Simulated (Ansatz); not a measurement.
The starting structures come from a database of crystals and need not be the phases stable at ambient conditions.

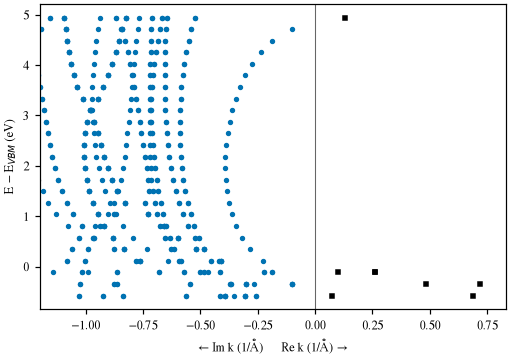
Fig. 1. Complex bands at the centre of the two-dimensional zone; Ansatz (an electronic-structure program) with r2SCAN

No gap correction and no spin-orbit coupling; mid-gap values are interpolated between computed energies.

### Question
This is SrGe(HO2)2 (I-42d, not sure to be the ambient phase, 16 atoms a cell, 11.4 Å³ an atom, -3 GPa at this level) along the normal of (001). Read off the slowest decay at the centre of the two-dimensional zone at 2.42 eV, the computed energy nearest the middle of the gap.

### Answer
κ ≈ 0.39 1/Å, a decay length 1/(2κ) of the density of 1.3 Å.
